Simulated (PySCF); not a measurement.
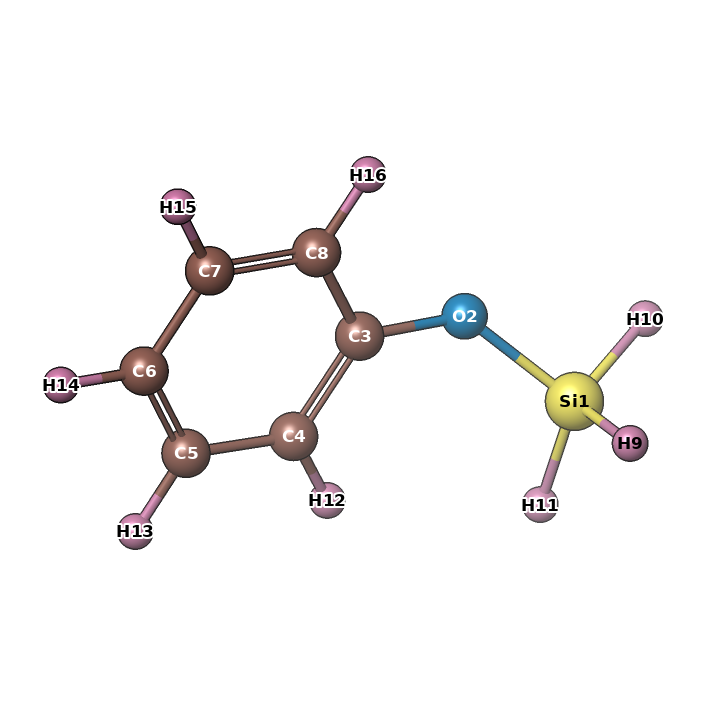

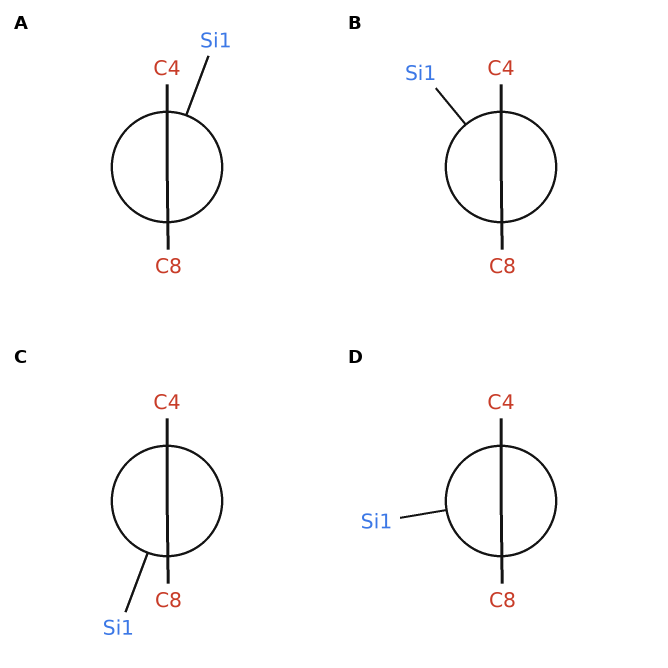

Depth is shown by fading: the farther an atom, the more it takes the colour of the background. Bonds that would overlap in a projection are set slightly apart. Geometry: an image of a reaction path computed with GFN2-xTB, not a minimum.

> Which Newman projection shows the view along C3–O2, with C3 in front?

B. The torsion angle C4–C3–O2–Si1 is −40°, synclinal (gauche).
